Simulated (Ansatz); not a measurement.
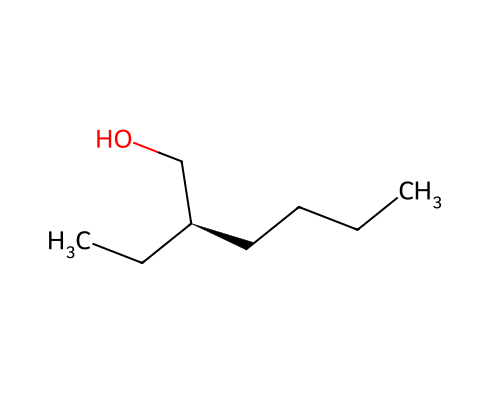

The geometry was computed by an optimisation with PBE-D4/def2-SVP. No frequency run is at hand to confirm it as a minimum. Method: RKS PBE-D4/def2-SVP (Ansatz 0.2.0).

Predict the main results.

The species is C8H18O (`CCCC[C@@H](CC)CO`).
- dipole moment: 1.46 D
- dispersion correction: −58.8 kJ/mol
